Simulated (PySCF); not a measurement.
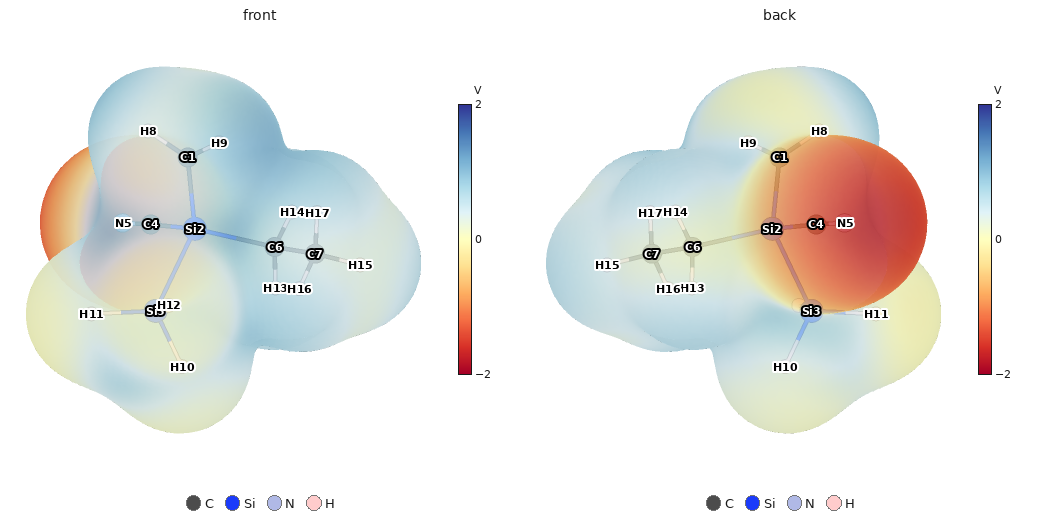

*C4H10NSi2 (doublet). The molecular electrostatic potential painted on the density surface at 0.001 e/bohr³, seen from the front and from behind; the colour scale runs from red (negative) to blue (positive).*

Geometry: GFN2-xTB.

Computed with PySCF, UKS B3LYP, pcH-1 on C H N Si, non-relativistic, mean-field spin-orbit, GIAO.

```yaml
atoms:
  - { symbol: C, position_ang: [-0.3968, 0.3413, 2.1178] }
  - { symbol: Si, position_ang: [-0.3967, 0.5734, 0.3104] }
  - { symbol: Si, position_ang: [-1.9176, -0.7717, -0.8894] }
  - { symbol: C, position_ang: [-0.9344, 2.3392, -0.0263] }
  - { symbol: N, position_ang: [-1.3009, 3.4027, -0.2444] }
  - { symbol: C, position_ang: [1.3382, 0.3881, -0.4825] }
  - { symbol: C, position_ang: [1.8828, -1.0234, -0.3191] }
  - { symbol: H, position_ang: [-1.0972, 0.8406, 2.7646] }
  - { symbol: H, position_ang: [0.1652, -0.4437, 2.5950] }
  - { symbol: H, position_ang: [-1.5192, -0.9012, -2.2944] }
  - { symbol: H, position_ang: [-3.2623, -0.2022, -0.8273] }
  - { symbol: H, position_ang: [-1.9572, -2.1179, -0.3135] }
  - { symbol: H, position_ang: [1.2929, 0.6366, -1.5451] }
  - { symbol: H, position_ang: [2.0311, 1.0958, -0.0251] }
  - { symbol: H, position_ang: [2.8595, -1.1206, -0.7911] }
  - { symbol: H, position_ang: [1.2135, -1.7531, -0.7736] }
  - { symbol: H, position_ang: [1.9922, -1.2720, 0.7341] }
```

### Where is the surface potential most negative and most positive?

The most negative region (about −1.7 V) lies over N5, the most positive (about +1.1 V) over Si2 and H9. N5 is the likeliest acceptor of a hydrogen bond.
